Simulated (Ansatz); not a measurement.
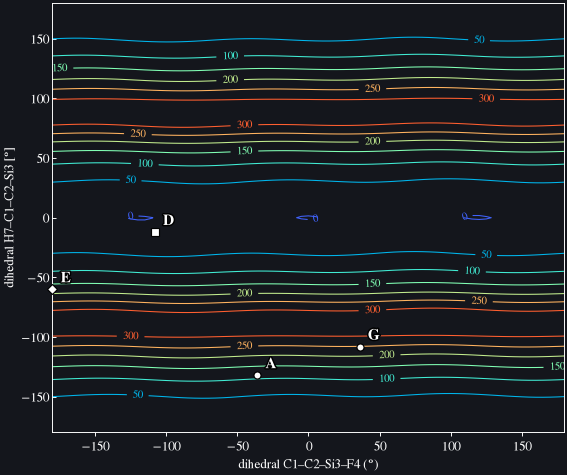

C2H3Cl2FSi, SMILES C=C[Si](F)(Cl)Cl. The first coordinate is: dihedral C1–C2–Si3–F4; the second: dihedral H7–C1–C2–Si3. Nothing is relaxed (all other coordinates rigid). The scan uses a 15 × 15 grid; 114 points were computed and 111 follow by symmetry. Points are written as (first, second). Energies are in kJ/mol, from the relaxed molecule at the same level. The dihedral twists a double bond; near 90° a spin-restricted reference is unreliable. The calculation used RKS PBE0-D4/def2-SVP (Ansatz 0.2.0).

Drawn: contour lines labelled in kJ/mol, lettered points. Between grid points the surface is interpolated.

Question: What kind of point is each of A, D, E, G: minimum, saddle, maximum or slope?

Answer: A: on a slope; D: minimum; E: on a slope; G: on a slope. (In these two coordinates alone; a stationary point may lie a little off the grid point.)

Question: Rank the lettered points by energy, lowest first.

Answer: D (6 kJ/mol), A (113 kJ/mol), E (176 kJ/mol), G (249 kJ/mol).
